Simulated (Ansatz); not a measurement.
**Pressure series in AlN**

The reference is AlN in the wurtzite structure (space group P6_3mc, No. 186).

```
CELL_PARAMETERS angstrom
      3.11382     0.00000     0.00000
     -1.55691     2.69665     0.00000
      0.00000     0.00000     4.98358
ATOMIC_POSITIONS crystal
  Al 0.33333 0.66667 0.99641
  Al 0.66667 0.33333 0.49641
  N  0.33333 0.66667 0.37839
  N  0.66667 0.33333 0.87839
```

Cell and atoms are relaxed at each pressure.

Level of theory: Kohn–Sham DFT with the PBEsol functional, run in Ansatz (a quantum-chemistry and plane-wave program) with PAW and 420 eV plane waves, no spin-orbit coupling.

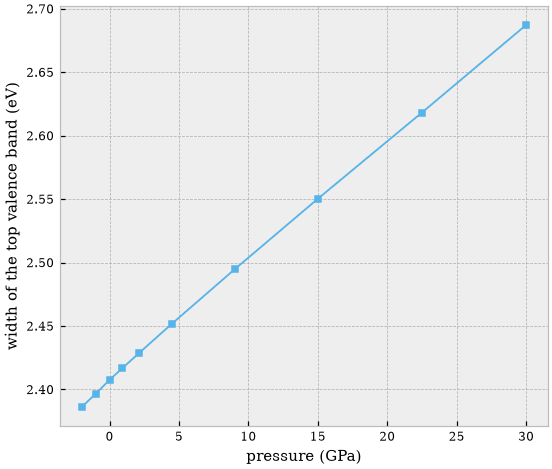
Figure. Width of the top valence band against pressure

```tsv
pressure (GPa)	width of the top valence band
-2	2.39 eV
-1	2.40 eV
0.9	2.42 eV
2.1	2.43 eV
4.5	2.45 eV
9	2.49 eV
15	2.55 eV
22.5	2.62 eV
30	2.69 eV
```

The levels and masses belong to the bands next to the band gap. Load acts through the strain it causes; cell and atoms are relaxed under it. Whether these cells are dynamically stable was not tested. Measured, AlN leaves this structure (for rock salt) near 14 GPa (temperature not stated; as listed in Datta, Sujoy, Jana, Debnarayan, arXiv (2020)), on rising pressure, with hysteresis.
